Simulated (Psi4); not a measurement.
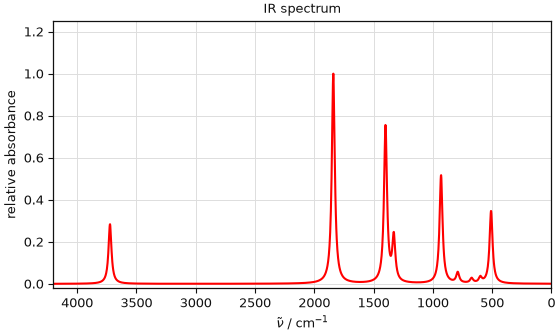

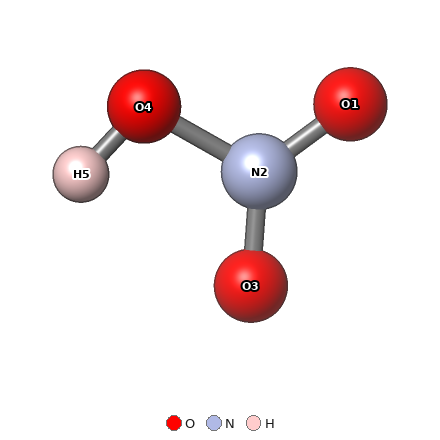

Infrared spectrum of NHO₃, SMILES O=[N+]([O-])O. Unscaled harmonic wavenumbers and double-harmonic intensities, B3LYP/def2-SVP (dispersion D4) with Psi4 1.11, at a geometry relaxed at this level, isolated molecule. Lorentzian lines of 30 cm⁻¹ full width. Close modes add up in the curve.

> Which is the highest mode?

3723.1 cm⁻¹ (103.0 km/mol).

> Which lines are the most intense?

1839.6 cm⁻¹ (362.6 km/mol), 1399.3 cm⁻¹ (271.0 km/mol) and 930.9 cm⁻¹ (187.2 km/mol).

> List the modes.

| cm⁻¹ | km/mol |
| --- | --- |
| 509.1 | 125.4 |
| 599.2 | 9.5 |
| 673.0 | 8.1 |
| 790.1 | 18.0 |
| 930.9 | 187.2 |
| 1329.4 | 77.1 |
| 1399.3 | 271.0 |
| 1839.6 | 362.6 |
| 3723.1 | 103.0 |

Known limits of this run: double-zeta basis.
